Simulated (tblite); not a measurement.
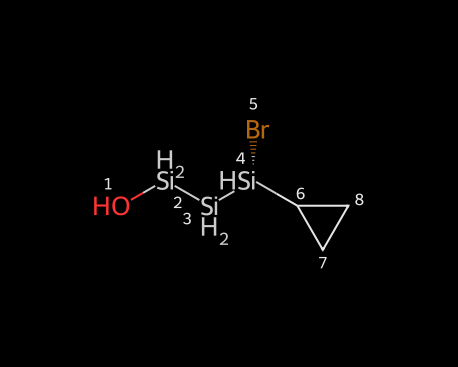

A structural formula, with wedges where it has stereocentres; small numbers name the atoms. The configuration is that of a computed structure (GFN2-xTB).

What are the Cahn–Ingold–Prelog descriptors?

Answer. Si4: R.
